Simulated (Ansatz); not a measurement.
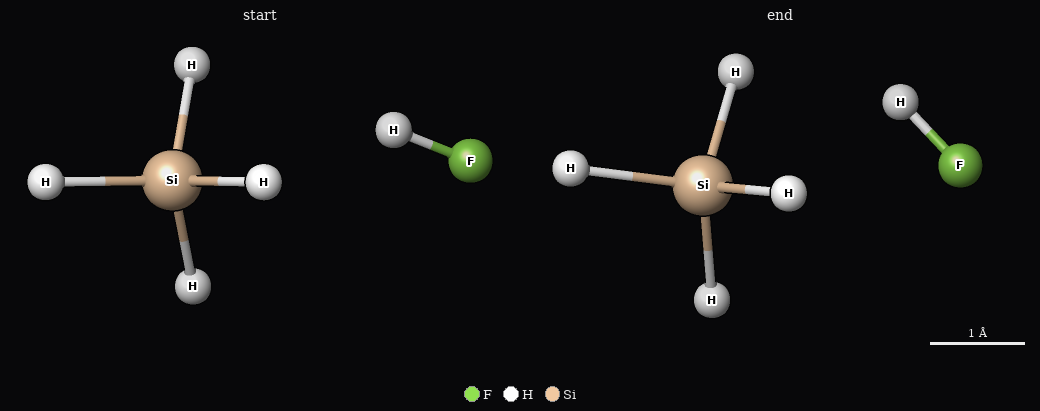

The structure of SiH5F (coarse preliminary run) before (left) and after (right) a relaxation, at one scale.

Style: ball-and-stick. Shown at a tilt.

Theory: RKS PBE-D4/def2-SVP (Ansatz 0.2.0).

Input
```yaml
crystal:
  periodic: [false, false, false]
  atoms:
    - {symbol: F, position_ang: [0.106000, -0.131600, -2.626000]}
    - {symbol: H, position_ang: [-0.261600, 0.062400, -1.788400]}
    - {symbol: Si, position_ang: [0.041700, 0.010000, 0.898400]}
    - {symbol: H, position_ang: [-0.091900, 0.034700, 2.348500]}
    - {symbol: H, position_ang: [-1.279900, 0.187400, 0.275400]}
    - {symbol: H, position_ang: [0.587300, -1.267700, 0.449200]}
    - {symbol: H, position_ang: [0.898400, 1.104800, 0.442700]}
basis:
  gaussian: {orbitals: def2-SVP}
hamiltonian: {xc: pbe, dispersion: d4}
relax: {f_tol: 0.03, max_steps: 250}
```

Command:
```bash
ansatz run in.yaml --threads 2 --pin off --events-out ev --progress --plain --max-ram 5222MiB
```

**Describe what moved and what it gained.**

The energy falls by 0.190 eV in 11 geometry steps. The largest force component goes from 0.83 to 0.012 eV/Å. The forces were under the threshold at step 9, but the run went on from there. F1 moves most after the best rigid fit: 0.41 Å. Largest moves by element: F 0.41 Å, H 0.37 Å, Si 0.13 Å. Among the contacts that change: Si3–H4 1.456 → 1.503 Å, Si3–H5 1.472 → 1.512 Å. Bond angles that change, for instance: H4–Si3–H5 109.7° → 107.1°. The run took 6 s on 2 threads of Arm Neoverse V2 (shared host).

Limits of the set-up: the start holds two separate molecules, 2.3 Å apart at their closest, whose relative position is a soft coordinate.
